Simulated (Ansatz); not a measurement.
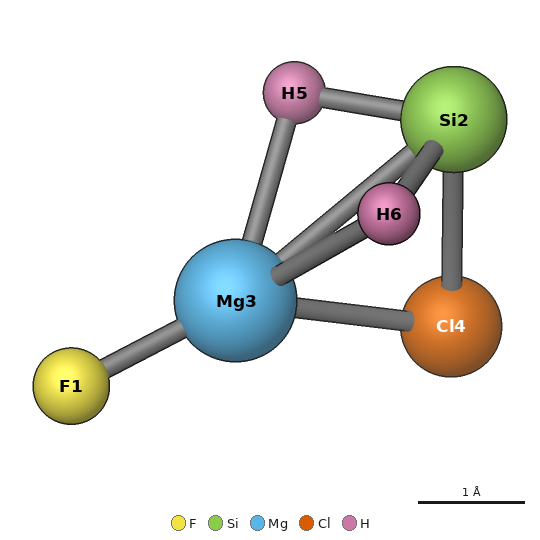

The geometry was computed by an optimisation with PBE-D4/def2-SVP. No frequency run is at hand to confirm it as a minimum.

**Which bond is the longest?**

Si2–Mg3, 2.684 Å.

**What is the dihedral angle Cl4–Mg3–H6–Si2?**

48° in size, that is gauche.
